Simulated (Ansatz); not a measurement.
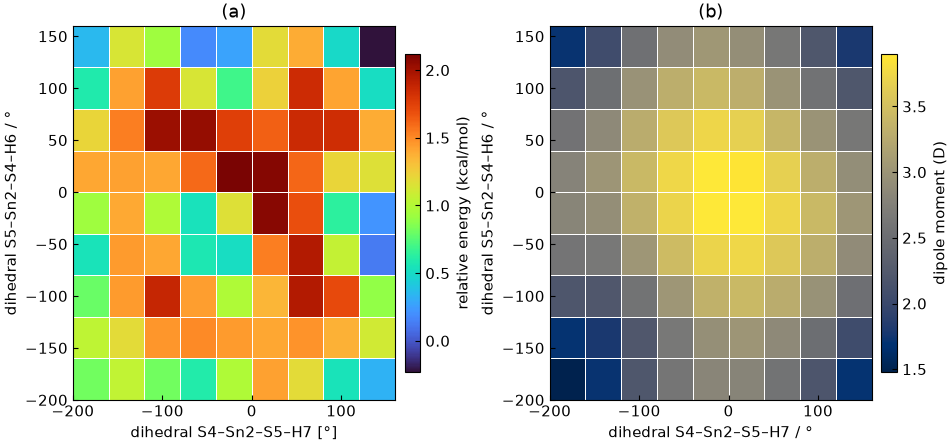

F₂H₂S₂Sn, SMILES [F][Sn]([F])([SH])[SH]. Coordinates scanned: (1) dihedral S4–Sn2–S5–H7; (2) dihedral S5–Sn2–S4–H6. Nothing is relaxed (all other coordinates rigid). The scan uses a 9 × 9 grid. Points are written as (first, second). Energies: kcal/mol, counted from the relaxed molecule at the same level. All numbers below come from RKS PBE-D4/def2-TZVP (Ansatz 0.2.0).

Panel (a) is the energy and panel (b) the computed dipole moment on the same grid.

In the figure: one coloured cell a grid point.

Q: How does the dipole moment vary over the map, and what is it at the lowest grid point?

A: Leaving out the highest fifth of the energies, it runs from 1.48 D at (−180°, −180°) to 3.90 D at (−20°, −20°). At the lowest grid point, (140°, 140°), it is 1.79 D.
